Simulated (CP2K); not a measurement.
# PM3 run of CH3BO3S (SMILES O=C(O)B(O)S)

Aim: the energy change on altering one bond length of CH3BO3S at PM3, from 2 runs. The job is set up through an ASE script.

The calculation is run with CP2K 2026.2.

1 further run of the same task is left out (it didn't finish).

**1. Starting point**

CH3BO3S: 9 atoms, total charge 0, spin state singlet. SMILES: `O=C(O)B(O)S`. The shape is that of a GFN2-xTB optimisation. This is one conformer, not always the lowest.

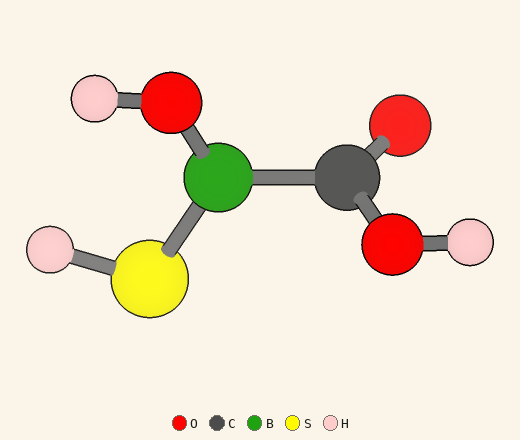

The structure, seen from a chosen angle (oxygen red, carbon dark grey, boron green, sulfur yellow, hydrogen pink).

**2. Energy and gradient at PM3**

job.py

```python
import numpy as np
from ase import Atoms
from ase.calculators.cp2k import CP2K

atoms = Atoms(['O', 'C', 'O', 'B', 'O', 'S', 'H', 'H', 'H'],
              positions=[(0.683040, -1.920380, 0.766520),
                         (0.751130, -0.882160, 0.156070),
                         (1.887560, -0.503750, -0.451950),
                         (-0.441490, 0.190230, -0.006650),
                         (-1.319230, 0.006590, -0.981000),
                         (-0.488300, 1.539980, 1.192590),
                         (2.578480, -1.177300, -0.319340),
                         (-2.059670, 0.606390, -1.096360),
                         (-1.591510, 2.140400, 0.740130)])
atoms.set_cell([12.6, 12.1, 10.3])
atoms.center()
template = """
&FORCE_EVAL
 METHOD QS
 &DFT
  CHARGE 0
  MULTIPLICITY 1
  &QS
   METHOD PM3
   EPS_DEFAULT 1.0E-10
   &SE
    &COULOMB
     CUTOFF [angstrom] 50
     RC_RANGE [angstrom] 0
    &END COULOMB
    &EXCHANGE
     CUTOFF [angstrom] 50
     RC_RANGE [angstrom] 0
    &END EXCHANGE
   &END SE
  &END QS
  &POISSON
   PERIODIC NONE
   POISSON_SOLVER ANALYTIC
  &END POISSON
  &SCF
   SCF_GUESS ATOMIC
   EPS_SCF 1.0E-06
   MAX_SCF 80
   ADDED_MOS 8
   &DIAGONALIZATION
    ALGORITHM STANDARD
   &END DIAGONALIZATION
   &MIXING
    METHOD DIRECT_P_MIXING
    ALPHA 0.4
   &END MIXING
  &END SCF
  &PRINT
   &MOMENTS
    PERIODIC F
    REFERENCE COM
    MAX_MOMENT 1
   &END MOMENTS
   &MO ON
    ENERGIES T
    OCCUPATION_NUMBERS T
    NDIGITS 6
    &EACH
     QS_SCF 0
    &END EACH
    ADD_LAST NUMERIC
   &END MO
   &HIRSHFELD OFF
   &END HIRSHFELD
  &END PRINT
 &END DFT
 ! atoms, cell and kinds
 &SUBSYS
 &END SUBSYS
&END FORCE_EVAL
"""
cp2k = CP2K(command="cp2k.psmp -s", label="molecule", inp=template, basis_set=None, basis_set_file=None, potential_file=None, pseudo_potential=None, xc=None, cutoff=None, max_scf=None, charge=None, uks=False,
            force_eval_method=None, print_level="LOW", poisson_solver=None, stress_tensor=False)
atoms.calc = cp2k
e = atoms.get_potential_energy()
f = atoms.get_forces()
print(f"energy = {e:.6f} eV")
print("forces (eV/angstrom):")
for s, v in zip(atoms.get_chemical_symbols(), f):
    print(f"{s:2s} {v[0]:10.5f} {v[1]:10.5f} {v[2]:10.5f}")
```

Launch:

```sh
OMP_NUM_THREADS=1 python job.py
```

Standard output:

```text
energy = -1292.468000 eV
forces (eV/angstrom):
O     0.39774   -0.55640    0.11587
C    -0.98591    0.97987   -0.34086
O     0.81495   -1.09923    0.24487
B     0.05141    0.72073    0.62677
O    -0.65078   -0.79470   -1.35122
S    -0.08880    0.24511    0.14899
H    -0.60305    0.73857   -0.19530
H     0.84989   -0.17164    0.60960
H     0.21454   -0.06230    0.14128
```

molecule.out (excerpt; [...] marks lines left out):

```text
CP2K| version string:                                       CP2K version 2026.2
[...]
 GLOBAL| Method name                                                        CP2K
[...]
 GLOBAL| Run type                                                   ENERGY_FORCE
[...]
 *** WARNING in qs_kind_types.F:2264 :: Information provided in the input ***
 *** file regarding BASIS for KIND <O> will be ignored!                   ***
 *** WARNING in qs_kind_types.F:2264 :: Information provided in the input ***
 *** file regarding BASIS for KIND <C> will be ignored!                   ***
 *** WARNING in qs_kind_types.F:2264 :: Information provided in the input ***
 *** file regarding BASIS for KIND <B> will be ignored!                   ***
 *** WARNING in qs_kind_types.F:2264 :: Information provided in the input ***
 *** file regarding BASIS for KIND <S> will be ignored!                   ***
 *** WARNING in qs_kind_types.F:2264 :: Information provided in the input ***
[... 55 lines left out ...]
  Step     Update method      Time    Convergence         Total energy    Change
[...]
  *** SCF run converged in    19 steps ***
[...]
 SE_DIPOLE| Moment [Debye]          1.93150105      -1.86107031       2.08533992
 SE_DIPOLE| Derivative [a.u.]       0.00000000       0.00000000       0.00000000
 ENERGY| Total FORCE_EVAL ( QS ) energy [hartree]            -47.497327093909803
[...]
```

Wall time 0.7 s (1 thread of Arm Neoverse V2, shared host).

**3. The distorted shape at the same level**

cp2k_ase.py

```python
import numpy as np
from ase import Atoms
from ase.calculators.cp2k import CP2K

atoms = Atoms(['O', 'C', 'O', 'B', 'O', 'S', 'H', 'H', 'H'],
              positions=[(0.903655, -2.040450, 0.857001),
                         (0.971745, -1.002230, 0.246551),
                         (2.108175, -0.623820, -0.361469),
                         (-0.220875, 0.070160, 0.083831),
                         (-1.098615, -0.113480, -0.890519),
                         (-0.267685, 1.419910, 1.283071),
                         (2.799095, -1.297370, -0.228859),
                         (-1.839055, 0.486320, -1.005879),
                         (-1.591510, 2.140400, 0.740130)])
atoms.set_cell([12.6, 12.2, 10.3])
atoms.center()
template = """
&FORCE_EVAL
   METHOD QUICKSTEP
   &DFT
      CHARGE 0
      MULTIPLICITY 1
      &QS
         METHOD PM3
         EPS_DEFAULT 1.0E-10
         &SE
            &COULOMB
               CUTOFF [angstrom] 50
               RC_RANGE [angstrom] 0
            &END COULOMB
            &EXCHANGE
               CUTOFF [angstrom] 50
               RC_RANGE [angstrom] 0
            &END EXCHANGE
         &END SE
      &END QS
      &POISSON
         PERIODIC NONE
         POISSON_SOLVER ANALYTIC
      &END POISSON
      &SCF
         SCF_GUESS ATOMIC
         EPS_SCF 1.0E-06
         MAX_SCF 80
         ADDED_MOS 8
         &DIAGONALIZATION
            ALGORITHM STANDARD
         &END DIAGONALIZATION
         &MIXING
            METHOD DIRECT_P_MIXING
            ALPHA 0.4
         &END MIXING
      &END SCF
      &PRINT
         &MOMENTS
            PERIODIC F
            REFERENCE COM
            MAX_MOMENT 1
         &END MOMENTS
         &MO ON
            ENERGIES T
            OCCUPATION_NUMBERS T
            NDIGITS 6
            &EACH
               QS_SCF 0
            &END EACH
            ADD_LAST NUMERIC
         &END MO
         &HIRSHFELD OFF
         &END HIRSHFELD
      &END PRINT
   &END DFT
   &SUBSYS
   &END SUBSYS
&END FORCE_EVAL
"""
cp2k = CP2K(command="cp2k.psmp -s", label="gas", inp=template, basis_set=None, basis_set_file=None, potential_file=None, pseudo_potential=None, xc=None, cutoff=None, max_scf=None, charge=None, uks=False,
            force_eval_method=None, print_level="LOW", poisson_solver=None, stress_tensor=False)
atoms.calc = cp2k
e = atoms.get_potential_energy()
f = atoms.get_forces()
print(f"energy = {e:.6f} eV")
print("forces (eV/angstrom):")
for s, v in zip(atoms.get_chemical_symbols(), f):
    print(f"{s:2s} {v[0]:10.5f} {v[1]:10.5f} {v[2]:10.5f}")
```

Launch:

```sh
OMP_NUM_THREADS=1 python cp2k_ase.py
```

Standard output:

```text
energy = -1292.059649 eV
forces (eV/angstrom):
O     0.39721   -0.55570    0.11465
C    -0.98294    0.97824   -0.33711
O     0.81465   -1.09850    0.24451
B     0.00531    0.80194    0.65910
O    -0.63895   -0.78954   -1.33558
S    -2.41515    1.49345   -0.82191
H    -0.60347    0.73864   -0.19516
H     0.84382   -0.15196    0.62215
H     2.57952   -1.41655    1.04934
```

gas.out (excerpt; [...] marks lines left out):

```text
CP2K| version string:                                       CP2K version 2026.2
[...]
 GLOBAL| Method name                                                        CP2K
[...]
 GLOBAL| Run type                                                   ENERGY_FORCE
[...]
 *** WARNING in qs_kind_types.F:2264 :: Information provided in the input ***
 *** file regarding BASIS for KIND <O> will be ignored!                   ***
 *** WARNING in qs_kind_types.F:2264 :: Information provided in the input ***
 *** file regarding BASIS for KIND <C> will be ignored!                   ***
 *** WARNING in qs_kind_types.F:2264 :: Information provided in the input ***
 *** file regarding BASIS for KIND <B> will be ignored!                   ***
 *** WARNING in qs_kind_types.F:2264 :: Information provided in the input ***
 *** file regarding BASIS for KIND <S> will be ignored!                   ***
 *** WARNING in qs_kind_types.F:2264 :: Information provided in the input ***
[... 55 lines left out ...]
  Step     Update method      Time    Convergence         Total energy    Change
[...]
  *** SCF run converged in    18 steps ***
[...]
 SE_DIPOLE| Moment [Debye]          2.07233510      -1.93149623       2.14885103
 SE_DIPOLE| Derivative [a.u.]       0.00000000       0.00000000       0.00000000
 ENERGY| Total FORCE_EVAL ( QS ) energy [hartree]            -47.482320498683904
[...]
```

Wall time 0.68 s (1 thread of Arm Neoverse V2, shared host).

**4. What came out**

At PM3:

```
                                                         quantity            value
                                        first shape: total energy     -47.49733 Eh
                                       first shape: dipole moment           3.40 D
                                         first shape: HOMO energy        -10.21 eV
                                         first shape: LUMO energy         -0.87 eV
                                       first shape: HOMO–LUMO gap          9.35 eV
                                   first shape: heat of formation  -178.2 kcal/mol
                                    distorted shape: total energy     -47.48232 Eh
                                   distorted shape: dipole moment           3.56 D
                                     distorted shape: HOMO energy        -10.21 eV
                                     distorted shape: LUMO energy         -0.85 eV
                                   distorted shape: HOMO–LUMO gap          9.36 eV
                               distorted shape: heat of formation  -168.8 kcal/mol
energy change with the S6–H9 bond stretched from 1.335 to 1.602 Å         0.408 eV
```

With the S6–H9 bond stretched from 1.335 to 1.602 Å the energy rises by 0.41 eV (39.4 kJ/mol). The first shape isn't relaxed at this level, so the change isn't measured from a minimum.
